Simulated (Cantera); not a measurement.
A closed system holds: 1 mol SiH4, 13 mol O2, at 33.0 mbar.

These are equilibrium values from Cantera (NASA tables, ideal gas, pure condensed phases), not measurements of a reactor. Candidate condensed phases: H2O, Si, SiO2; 18 gas species. The tables hold silica as quartz up to 1696 K and as liquid above; real silica turns to tridymite and cristobalite and melts near 1996 K. Equilibrium is a limit: real reactors are often held back by kinetics, nucleation or transport.

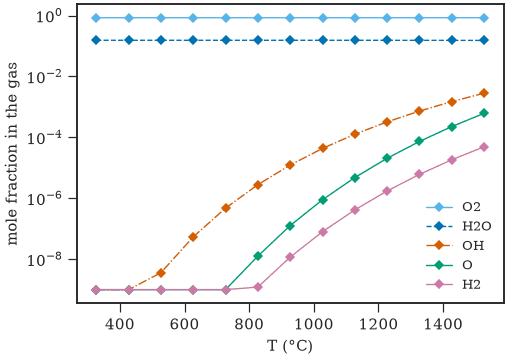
Equilibrium gas composition (values under 1e-9 drawn at 1e-9)

From 327 °C to 527 °C the condensed part is SiO2(α-quartz). From 627 °C to 1327 °C the condensed part is SiO2(β-quartz). From 1427 °C to 1527 °C the condensed part is SiO2(condensed).
